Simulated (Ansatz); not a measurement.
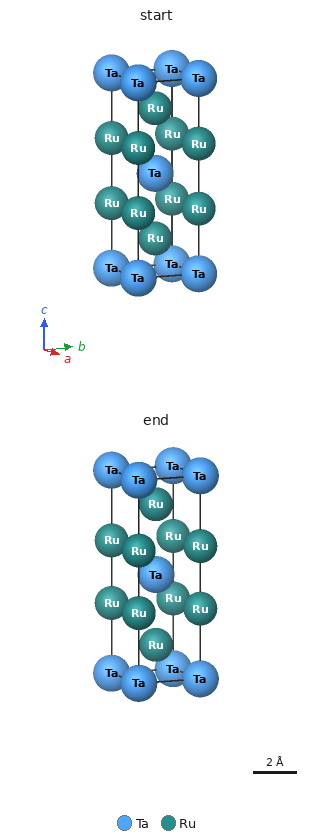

The structure of solid TaRu2 (a generated structure, set up in I4/mmm) (coarse preliminary run) before (top) and after (bottom) a relaxation, at one scale.

A spheres-only model of the conventional cell (2 times the calculation's cell), seen slightly off an axis. Lengths and directions refer to the drawn axes.

Method: DFT PBE, scalar-relativistic, plane waves, PAW (Ansatz).

Input file:
```yaml
crystal:
  lattice:
    - [-1.53615707, 1.53615707, 4.6084712]
    - [1.53615707, -1.53615707, 4.6084712]
    - [1.53615707, 1.53615707, -4.6084712]
  atoms:
    - { symbol: Ta, position: [0.0, 0.0, 0.0] }
    - { symbol: Ru, position: [0.66666667, 0.66666667, 0.0] }
    - { symbol: Ru, position: [0.33333333, 0.33333333, 0.0] }
basis:
  ecutwfc: 420
kpoints:
  mp_grid: { grid: [8, 8, 8] }
hamiltonian:
  xc: pbe
scf:
  occupations: { method: gaussian, width: 0.1 }
  lower_state_search: "off"
output:
  forces: true
  stress: true
  eigenvalues: true
relax:
  adjacent_minimum: "off"
  f_tol: 0.04
  max_steps: 70
  cell: { stress_tol: 0.4 }
```

Run as
```bash
ansatz run input.yaml --threads 1 --pin off --max-ram 2560MiB --backend cpu --events-out ev --progress --plain --runs-dir out
```

Question: Describe what moved and what it gained.

Answer: After 4 accepted moves (5 points after the start) the energy has fallen by 0.464 eV per cell of the calculation. Largest force component: 2.1 eV/Å at the start, 0.0005 eV/Å at the end. Pressure: 19.78 GPa at the start and 0.00 GPa at the end. The SCF was repeated once at an unchanged geometry on a basis and grid sized afresh for the cell, which shifted the energy by 1.7 meV per cell of the calculation at most. The largest moves relative to the cell, 0.12 Å, are those of Ru2 and Ru3. Ru2 goes along −c. Ta stays in place. The drawn cell changes as follows: a = b 3.072 → 3.131 Å (+1.9 %), c 9.217 → 9.583 Å (+4.0 %); the volume changes by +8.0 %. Among the contacts that change: Ta1–Ru2 3.072 → 3.316 Å, Ru2–Ru3 2.661 → 2.879 Å, Ru2–Ru3 (another image) 3.072 → 2.951 Å, Ta1–Ta1 3.072 → 3.131 Å. The space group stays I4/mmm (No. 139). Cost: 23 s on 1 thread of Arm Neoverse V1, with other jobs on the host, peak memory 0.36 GiB.
